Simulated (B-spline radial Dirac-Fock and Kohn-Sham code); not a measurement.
# Se³⁰⁺: core levels and X-ray properties

What does theory give for selenium as Se³⁰⁺? The session works out its X-ray form factor and Compton profile and the binding energy of each subshell.

The numbers are computed with B-spline radial Dirac-Fock and Kohn-Sham code (version 2): a free atom or ion on a radial basis; each step names its model.

### Step 1. What is computed

The Se³⁰⁺ ion, configuration 1s2 2s2.

```yaml
nuclear_charge: 34
electrons: 4
mass_number: 80
nuclear_rms_radius: 4.14 fm
```

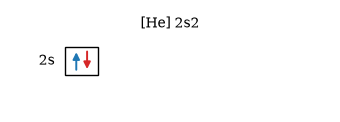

The shells outside the core; arrows follow Hund's rule for the drawing alone (heavy ions are jj-coupled), while the calculation averages over the configuration.

### Step 2. Scattering by the electron cloud

Model: Dirac-Fock average of configuration, finite nucleus; form factor of the spherical density, Waller-Hartree incoherent function, impulse-approximation Compton profiles.

Settings, as recorded:

```ini
task = scatter
Z = 34
charge = 30
configuration = 1s2 2s2
mass_number = 80
rms_radius = 4.14  # fm
s = [0.0, 0.03, 0.04, 0.05, 0.06, 0.07, 0.09, 0.11, 0.14, 0.17, 0.21, 0.26, 0.32, 0.39, 0.48, 0.6, 0.73, 0.91, 1.12, 1.38, 1.71, 2.11, 2.61]  # 1/A
pz = [0, 0.1, 0.2, 0.3, 0.4, 0.5, 0.6, 0.8, 1.0, 1.2, 1.4, 1.6, 1.8, 2.0, 2.5, 3.0, 4.0, 5.0, 7.0, 10.0, 15.0, 20.0, 30.0, 40.0, 60.0, 100.0]  # a.u.
photon_energy = [8047.8, 10000, 17479.3, 20000, 30000, 50000, 100000, 200000]  # eV
```

From the run's result record (rounded, not every field):

```text
status: converged
form_factor [e]: [4.0, 3.9995, 3.999, 3.9985, 3.9978, 3.9971, 3.9951, 3.9927, 3.9882, 3.9827, 3.9736, 3.9597, 3.9392, 3.9103, 3.8654, 3.7933, 3.7007, 3.5519, 3.3561, 3.0953, 2.7621, 2.3928, 2.0227]
incoherent: [-1.1298e-12, 0.0010833, 0.0019255, 0.0030078, 0.00433, 0.0058916, 0.0097309, 0.014521, 0.023474, 0.034527, 0.052475, 0.07994, 0.11999, 0.17591, 0.26109, 0.39456, 0.55905, 0.8078, 1.1064, 1.4545, 1.8207, 2.1342, 2.3748]
compton_total [1/a.u.]: [0.21502, 0.21497, 0.21483, 0.21459, 0.21426, 0.21384, 0.21333, 0.21202, 0.21037, 0.20836, 0.20603, 0.20337, 0.20042, 0.19719, 0.18804, 0.17761, 0.15446, 0.1306, 0.089154, 0.052871, 0.033751, 0.024869, 0.011218, 0.0046866, 0.0009543, 8.7741e-05]
shells: ["1s1/2", "2s1/2"]
occupation: [2.0, 2.0]
mean_momentum [a.u.]: [29.706, 11.189]
r2 [bohr^2]: 0.081678
r_inverse [1/bohr]: 86.187
r1 [bohr]: 0.44906
coherent [b]: [10.008, 9.6929, 8.1926, 7.6549, 5.7533, 3.5237, 1.6331, 0.56753]
incoherent_cross_section [b]: [0.14974, 0.21991, 0.52302, 0.61974, 0.9125, 1.1837, 1.4162, 1.4162]
```

The scattering functions against s = sin θ / λ:

```
s (1/Å)  f (e)  f / N      S(s)
      0  4.000  1.000         0
 0.0400  3.999  1.000  0.001925
 0.0600  3.998  0.999  0.004330
 0.0900  3.995  0.999  0.009731
  0.140  3.988  0.997   0.02347
  0.210  3.974  0.993   0.05248
  0.320  3.939  0.985    0.1200
  0.480  3.865  0.966    0.2611
  0.730  3.701  0.925    0.5591
   1.12  3.356  0.839     1.106
   1.71  2.762  0.691     1.821
   2.61  2.023  0.506     2.375
```

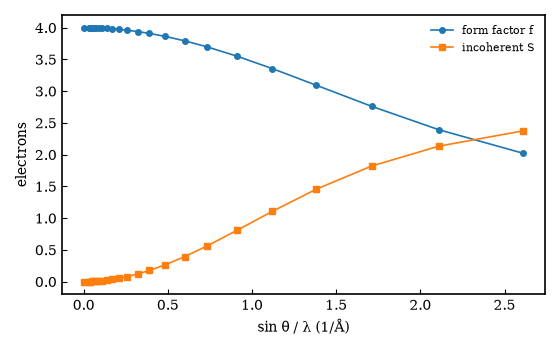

Form factor and incoherent scattering function.

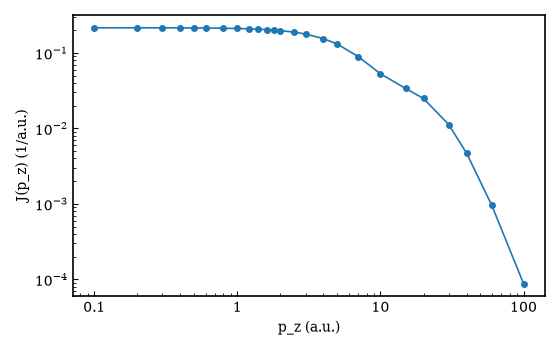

Compton profile, summed over all shells.

### Step 3. Core and valence levels

Model: Dirac-Fock average of configuration, Delta-SCF, finite nucleus, first-order Breit with its frequency dependence, self-energy and vacuum polarisation.

Settings, as recorded:

```ini
task = binding
```

From the run's result record (rounded, not every field):

```text
status: converged
shells: ["K", "L1"]
total_energy_parts [Ha]: [-1415.14665, 0.632635363, -0.0120908375, 0.000332411451, 0.861772686, -0.0856396016]
koopmans [eV]: [15029.2, 3502.7]
dirac_coulomb [eV]: [15024.4, 3502.4]
gaunt [eV]: [-15.385, -1.65166]
retardation [eV]: [0.15534, 0.160691]
breit_frequency [eV]: [-0.00384701, -0.00439319]
self_energy [eV]: [-10.0443, -1.28544]
vacuum_polarisation [eV]: [1.00749, 0.119304]
binding [eV]: [15000.1, 3499.74]
mean_radius [bohr]: [0.0437302, 0.180798]
```

total_energy_parts: Dirac-Coulomb, Gaunt, retardation, frequency dependence, self-energy, vacuum polarisation. 

Each level as Koopmans' value plus corrections (eV):

```
level       -ε  relaxation   Breit    QED  binding
   1s  15029.2       -4.75  -15.23  -9.04  15000.1
   2s   3502.7       -0.30   -1.50  -1.17   3499.7
```

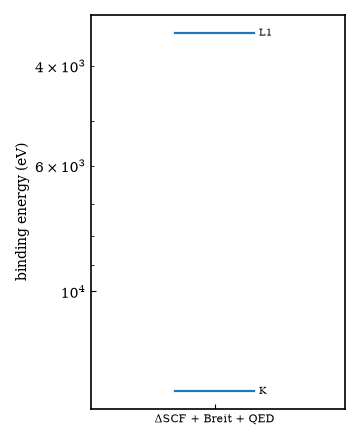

The levels on a logarithmic scale.

### Step 4. Outcome

| quantity | value |
| --- | --- |
| rms radius of the electron cloud | 0.143 bohr |
| Compton profile at zero | 0.2150 1/a.u. |
| deepest level listed, K (1s) | 15000.1 eV |
| least bound, L1 (2s) | 3499.7 eV |
| ionisation energy, NIST (semi-empirical) | 3507.00 eV |

The cloud is so compact that f stays above half of 4 out to s = 2.61 1/Å. Incoherent scattering outweighs coherent from 200 keV on, among the energies asked. The K (1s) level lies 4.75 eV under Koopmans' value by relaxation alone; Breit gives -15.23 and QED -9.04 eV. NIST's ionisation energy differs by +7.26 eV from the least binding energy; correlation is missing from the calculation. The Hartree-Fock and Dirac-Fock values hold no electron correlation.
